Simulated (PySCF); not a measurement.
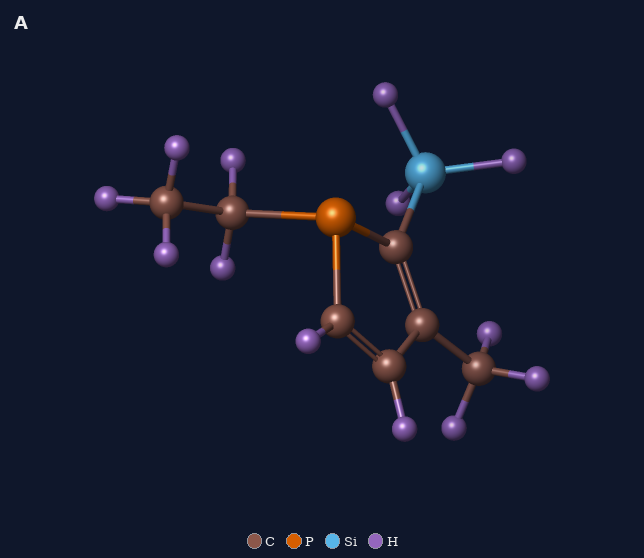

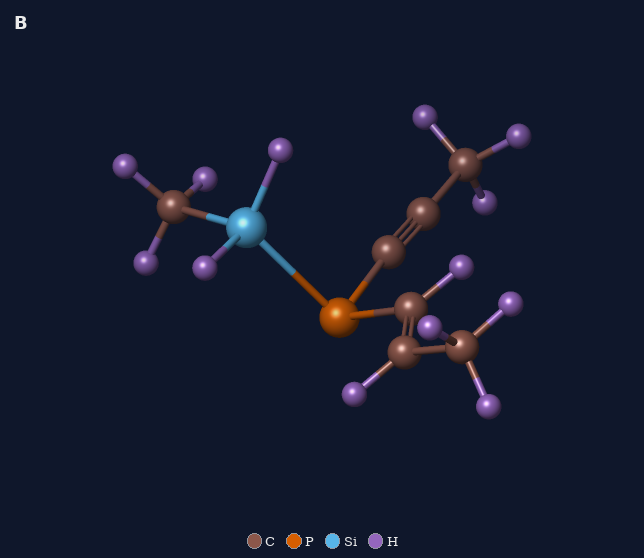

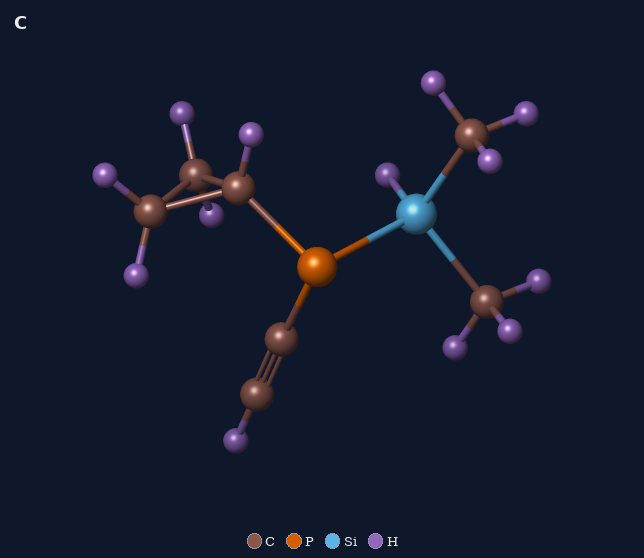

3 stationary structures of one formula. Geometries: GFN2-xTB. Electronic energies: PBE0/pcSseg-1 (PySCF 2.14.0), without zero-point energy. No frequency run is at hand to confirm each as a minimum. Each is one conformer, not always the lowest.

How are they related?

Answer. They are constitutional isomers of C7H13PSi: A `CCp1ccc(C)c1[SiH3]`, B `CC#CP(/C=C/C)[SiH2]C`, C `C#CP(C1CC1)[SiH](C)C`.

Which structure is the most stable?

Answer. A is lowest; B lies 1.152 eV above it, C lies 1.286 eV above it.

The geometry is semi-empirical. Around P, Si such bond lengths and angles can be off by a tenth of an ångström or more and by several degrees, and values that hang on the shape move with them.
